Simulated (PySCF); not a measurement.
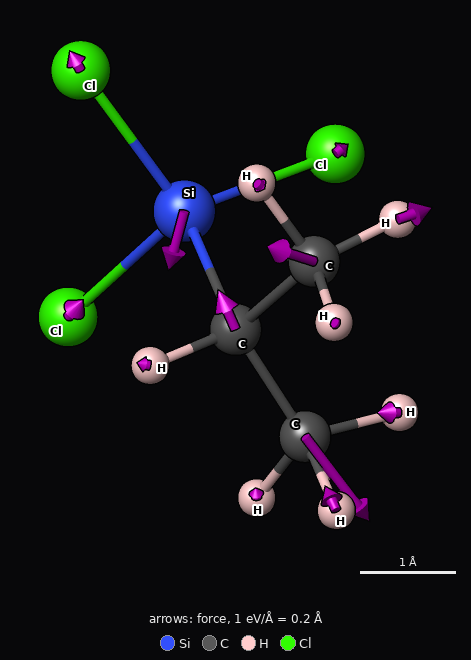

Starting geometry of C3H7Cl3Si with the computed forces as purple arrows. Style: ball-and-stick. Shown from a free direction.

The start comes from GFN2-xTB. Its atoms were then displaced at random by about 0.03 Å.

These are results of PBE0-D3(BJ)/def2-SVP geometry optimisation, gas phase (PySCF 2.14.0, density-fitted response routines), not measurements. 

Is this structure relaxed? If not, where do the atoms go?

It isn't relaxed: the largest force vector, on a C atom, is 6.22 eV/Å. The final displacements follow the starting forces only in part (cosine between the two patterns 0.69). The Si atom moves most after the best rigid fit: 0.11 Å. Largest moves by element: Si 0.11 Å, C 0.11 Å, Cl 0.08 Å, H 0.07 Å. Near-neighbour distances that change, for instance: Cl–Si 2.196 → 2.056 Å, C–C 1.422 → 1.528 Å, Cl–Si 1.982 → 2.054 Å, C–H 1.159 → 1.102 Å. Among the angles between lasting bonds that change: C–C–H 116.9° → 110.3°, H–C–H 101.4° → 107.9°, Cl–Si–Cl 114.2° → 108.0°. After 4 geometry steps the energy has fallen by 0.775 eV.
